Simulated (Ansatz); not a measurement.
**Cl3H4N2Ta: density, localisation and related maps**

```yaml
atoms:
  - { symbol: Ta, position_ang: [0.1658, 0.0190, 0.0468] }
  - { symbol: N, position_ang: [2.1111, -0.0117, -0.0664] }
  - { symbol: H, position_ang: [2.7696, -0.0405, 0.7186] }
  - { symbol: H, position_ang: [2.6064, 0.0020, -0.9670] }
  - { symbol: N, position_ang: [-0.2582, -0.0288, 1.9934] }
  - { symbol: H, position_ang: [-0.5275, -0.8852, 2.4907] }
  - { symbol: H, position_ang: [-0.4962, 0.8065, 2.5400] }
  - { symbol: Cl, position_ang: [-0.7403, 0.0958, -2.1294] }
  - { symbol: Cl, position_ang: [-0.2409, 2.3421, 0.2868] }
  - { symbol: Cl, position_ang: [-0.3198, -2.2991, 0.1565] }
```

Core potentials replace the inner electrons of Ta.

Level of theory: RKS PBE/def2-SVP in Ansatz.

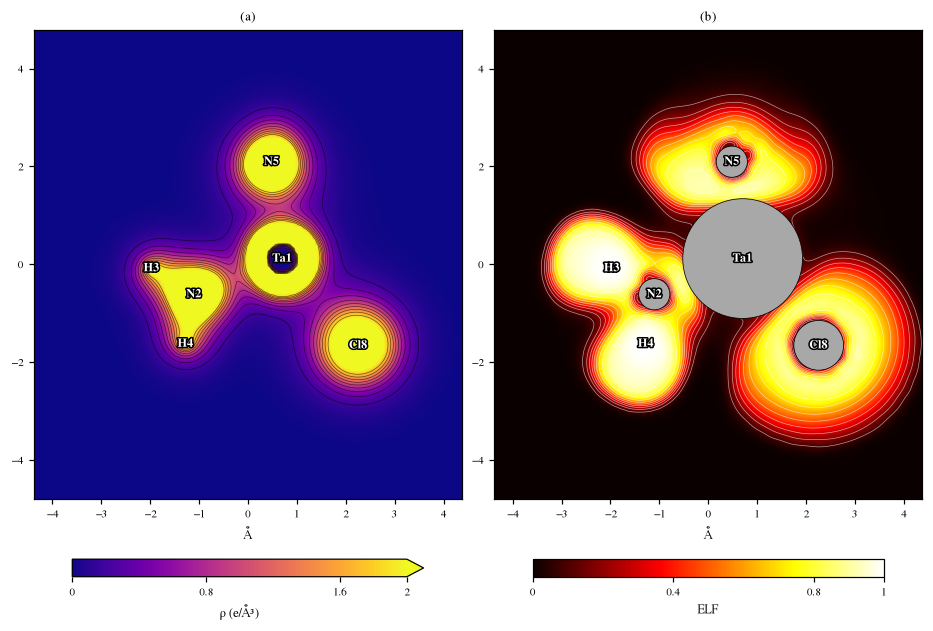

Figure 1. (a) electron density; (b) electron localisation function on the plane of atoms N2, Ta1 and Cl8. Grey discs cover the atomic cores in the ELF map.

### Read the bonding off the picture.

- The plane passes through Ta, N, H and Cl nuclei.
- Ta–N (1.95 Å): the density is about 1 e/Å³ at the midpoint; the ELF peaks at about 0.90 in the valence shell of N, 0.6 Å from its nucleus, and drops to about 0.30 between the two atoms.
- Ta–Cl (2.36 Å): ρ at the midpoint is about 0.58 e/Å³; the ELF peaks at about 0.85 in the valence shell of Cl, 0.8 Å from its nucleus, and is about 0.35 at the midpoint.
- N–H (1.03 Å): ρ at the midpoint is about 2.7 e/Å³; the ELF climbs to about 1 towards the hydrogen, as it does in any bond to H: an ordinary covalent bond to hydrogen.
- Ta–N (1.99 Å): ρ is about 0.95 e/Å³ halfway; the ELF peaks at about 0.90 in the valence shell of N, 0.6 Å from its nucleus, and drops to about 0.30 between the two atoms.

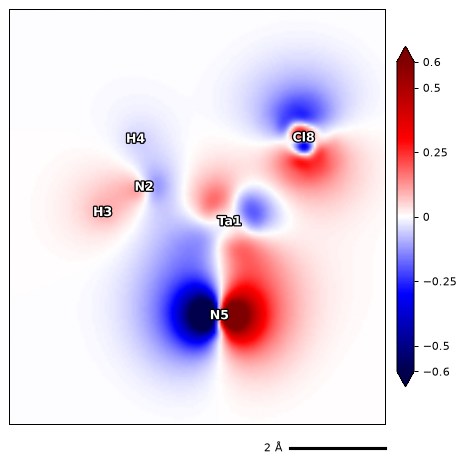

Figure 2. The HOMO on the plane of atoms Ta1, N2 and H4 (values in Å⁻³ᐟ²; the overall sign is arbitrary).

### Where does this orbital lie, and at what energy?

It lies mainly on N5 (about 45 %), Cl9 (about 15 %), Cl10 (about 15 %), Ta1 (about 10 %) and Cl8 (about 10 %); largely a combination of lone pairs on N5, Cl9, Cl10 and Cl8. Its energy is −6.82 eV.

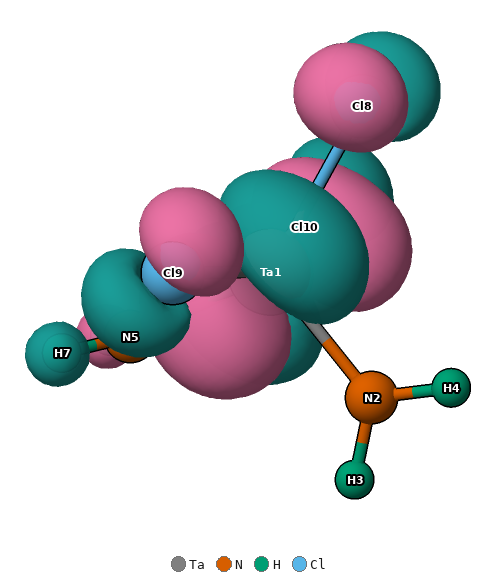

Figure 3. The LUMO at ±0.1 Å⁻³ᐟ² (teal and pink are the two phases), seen at a tilt.

### Where does this orbital lie, and at what energy?

It lies mainly on Ta1 (about 65 %), Cl9 (about 10 %), Cl10 (about 10 %) and Cl8 (about 10 %). Its energy is −3.50 eV.
